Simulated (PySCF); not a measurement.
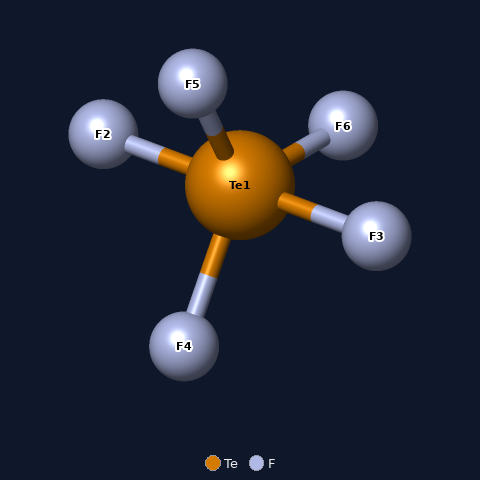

Structure of TeF₅⁺, singlet.

Unscaled harmonic wavenumbers and double-harmonic intensities, PBE0/def2-TZVP (ECP) with PySCF 2.14.0, isolated molecule. The structure is the lowest point that the starts tried gave, with the shape that electron-pair counting expects. Degenerate modes count as one line, with their intensities summed. Lorentzian lines of 8 cm⁻¹ full width. Close modes add up in the curve.

**Predict the infrared spectrum.**

The most intense lines (point group D3h) lie at 793.0 cm⁻¹ (138.0 km/mol, e'), 791.5 cm⁻¹ (87.9 km/mol, a2'') and 275.4 cm⁻¹ (75.4 km/mol, e'). It has no imaginary mode, so it is a minimum.

```tsv
cm⁻¹	km/mol	symmetry
99.5	1.8	e' (×2)
275.4	75.4	e' (×2)
304.7	42.3	a2''
308.2	0.0	e'' (×2)
713.2	0.0	a1'
725.2	0.0	a1'
791.5	87.9	a2''
793.0	138.0	e' (×2)
```

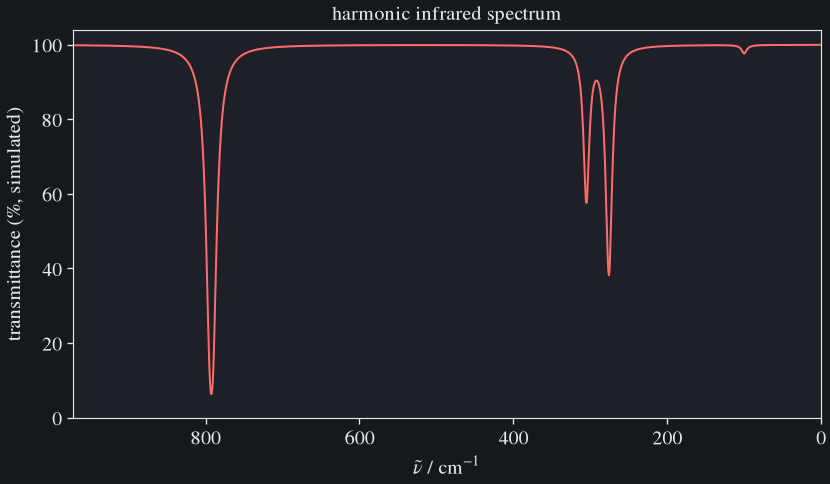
